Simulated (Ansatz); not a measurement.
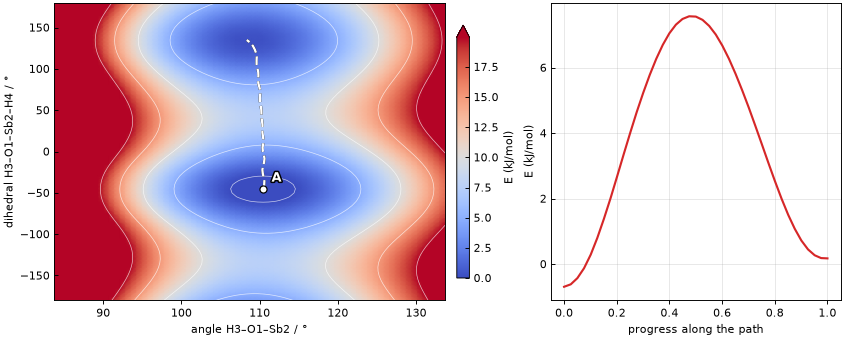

H3OSb, SMILES [OH][SbH2]. The first coordinate is: angle H3–O1–Sb2; the second: dihedral H3–O1–Sb2–H4. Nothing is relaxed (all other coordinates rigid). The grid has 13 × 12 points. Energies: kJ/mol, counted from the lowest grid point. Computed with RHF-MP2, frozen core/def2-TZVP (Ansatz 0.2.0).

The picture shows a smooth colour map with a few white contour lines, a line along the lowest path, one colour for all values above the top of the scale, the energy along the path at the right, the start A. Between grid points the surface is interpolated.

Question: Describe the path and its barrier.

Answer: The easiest path leads from the well at about angle H3–O1–Sb2 = 110°, dihedral H3–O1–Sb2–H4 = −45° to the well at about angle H3–O1–Sb2 = 108°, dihedral H3–O1–Sb2–H4 = 135°, about 0.87 kJ/mol higher (on a rigid scan; wells that are mirror images or exchange like atoms can differ by this much). Its highest point lies about 8.3 kJ/mol above the bottom of the first well on the interpolated surface, at about angle H3–O1–Sb2 = 110°, dihedral H3–O1–Sb2–H4 = 40°. Seen from the upper well the barrier is about 7.4 kJ/mol. The start is the relaxed structure and all else is held, so a fully relaxed path at this level can only be lower.
